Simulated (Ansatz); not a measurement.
# GaH2OF (SMILES [OH][GaH][F]) at B2PLYP/cc-pVDZ

What is the vertical ionisation energy of GaH2OF at B2PLYP/cc-pVDZ? 

Program for the calculation: Ansatz 0.2.0.

61 further runs of the same task are left out: 61 set aside as unsound or not needed.

### Step 1. The molecule

GaH2OF has 5 atoms, charge 0, and is taken as a singlet. As SMILES, `[OH][GaH][F]`. Geometry: relaxed at PBE0-D4/def2-TZVP. This is one conformer, not always the lowest.

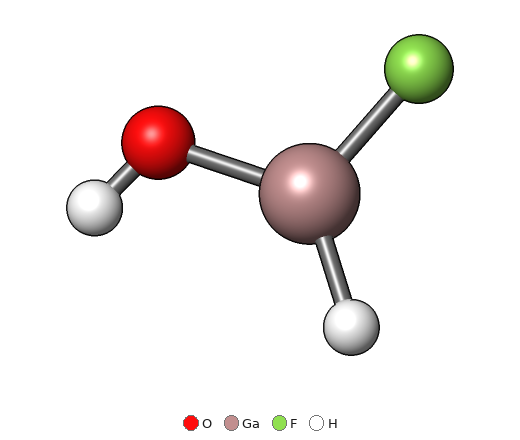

The structure, seen from a chosen angle (oxygen red, gallium pink, fluorine green, hydrogen white).

### Step 2. The energy at B2PLYP/cc-pVDZ

run.yaml reads:

```yaml
crystal:
  periodic: [false, false, false]
  atoms:
    - symbol: O
      position_ang: [-1.130400, -0.588700, -0.283800]
    - symbol: Ga
      position_ang: [0.383700, 0.280500, 0.015600]
    - symbol: F
      position_ang: [0.438300, 1.777800, -0.881200]
    - symbol: H
      position_ang: [-1.210600, -1.420700, 0.187200]
    - symbol: H
      position_ang: [1.569000, -0.122600, 0.920900]
basis:
  gaussian:
    orbitals: cc-pVDZ
hamiltonian:
  xc: {name: B2PLYP}
correlation:
  frozen_orbitals: {F: 1, Ga: 9, H: 0, O: 1}
accuracy: high
output: {orbitals: {seedname: orbitals}}
```

The run is started by

```sh
$ ansatz run run.yaml --threads 1 --pin off --max-ram 3480MiB --events-out events.jsonl --progress --plain --runs-dir runs
```

Standard output:

```text
Warning: RAYON_NUM_THREADS=1 ignored (pool sized by the plan → 1); use --threads N
Functional definition: B2PLYP
  name "B2PLYP"
  parameter a = 0.53
  parameter c = 0.27
  exchange = (1 - a)*b88_x + a*exact_x
  correlation = (1 - c)*lyp_c + c*(mp2_os + mp2_ss)
1380 factors; integrals over basis functions are off by at most 4.4e-9 eV
mean field evaluation 1: about -57151.0749 eV, gradient 5.4e1 eV
mean field evaluation 2: about -57151.1824 eV, gradient 5.4e1 eV
mean field evaluation 4: about -57156.3464 eV, gradient 3.6e0 eV
mean field evaluation 8: about -57156.3919 eV, gradient 3.1e-1 eV
mean field evaluation 16: about -57156.3922 eV, gradient 1.1e-5 eV
mean field -57156.39215981 eV, -2100.4586698790 hartree, gradient 8.0e-8 eV, S^2 0.000000; 0 other end points of the search recorded, 0 dependent functions left out
11 core orbitals not correlated: weight in the atoms' cores, before any rotation towards them, 1.000 or more for the frozen orbitals, at most 0.000 for the correlated occupied ones
reference -57156.39218247 eV, -2100.4586707115 hartree; 14, 14 occupied and 40, 40 virtual orbitals, 1380 factors
second order -15.55031057 eV of doubles, -0.00000000 eV of singles
Total energy: -57160.59076632 eV, -2100.6129658223 hartree
```

Run time: 3.9 s. Hardware: 1 thread of Intel Xeon 6975P-C (Granite Rapids), shared host; peak memory 0.2 GiB.

### Step 3. The doublet cation, same level

run.yaml reads:

```yaml
crystal:
  periodic: [false, false, false]
  atoms:
    - {symbol: O, position_ang: [-1.130400, -0.588700, -0.283800]}
    - {symbol: Ga, position_ang: [0.383700, 0.280500, 0.015600]}
    - {symbol: F, position_ang: [0.438300, 1.777800, -0.881200]}
    - {symbol: H, position_ang: [-1.210600, -1.420700, 0.187200]}
    - {symbol: H, position_ang: [1.569000, -0.122600, 0.920900]}
basis:
  gaussian: {orbitals: cc-pVDZ}
total_charge: 1
magnetization: {spin_polarized: true, initial_magnetization: 1}
hamiltonian: {xc: {name: B2PLYP}}
correlation: {frozen_orbitals: {F: 1, Ga: 9, H: 0, O: 1}}
accuracy: high
output: {orbitals: {seedname: orbitals}}
```

The run is started by

```sh
$ ansatz run run.yaml --threads 1 --pin off --max-ram 3480MiB --events-out events.jsonl --progress --plain --runs-dir runs
```

Standard output, shortened:

```text
Warning: RAYON_NUM_THREADS=1 ignored (pool sized by the plan → 1); use --threads N
[... 2 set-up lines as earlier in the session ...]
[...]
1378 factors; integrals over basis functions are off by at most 4.4e-9 eV
[...]
mean field -57144.94287313 eV, -2100.0379163540 hartree, gradient 3.2e-8 eV, S^2 0.753750; 4 other end points of the search recorded, 0 dependent functions left out
11 core orbitals not correlated: weight in the atoms' cores, before any rotation towards them, 1.000 or more for the frozen orbitals, at most 0.000 for the correlated occupied ones
reference -57144.94289532 eV, -2100.0379171694 hartree; 14, 13 occupied and 40, 41 virtual orbitals, 1378 factors
second order -13.74132188 eV of doubles, -0.00000000 eV of singles
Total energy: -57148.65305222 eV, -2100.1742629209 hartree
```

Run time: 15 s. Hardware: 1 thread of Intel Xeon 6975P-C (Granite Rapids), shared host; peak memory 0.38 GiB.

### Step 4. What came out

At B2PLYP/cc-pVDZ, 11 core orbitals frozen:

| quantity | value |
| --- | --- |
| singlet GaH2OF: total energy | -2100.61297 Eh |
| singlet GaH2OF: HOMO energy (SCF part's orbitals) | -10.64 eV |
| singlet GaH2OF: LUMO energy (SCF part's orbitals) | 0.17 eV |
| singlet GaH2OF: HOMO–LUMO gap (SCF part's orbitals) | 10.81 eV |
| doublet cation: total energy | -2100.17426 Eh |
| doublet cation: HOMO energy (SCF part's orbitals) (highest over α and β) | -17.41 eV |
| doublet cation: LUMO energy (SCF part's orbitals) (lowest over α and β) | -12.41 eV |
| doublet cation: ⟨S²⟩ | 0.754 |
| vertical ionisation energy (to the doublet cation) | 11.938 eV |

**Reading.** The vertical ionisation energy comes to 11.94 eV (275 kcal/mol). −ε(HOMO) before ionisation, 10.64 eV, is 1.30 eV below this ionisation energy.
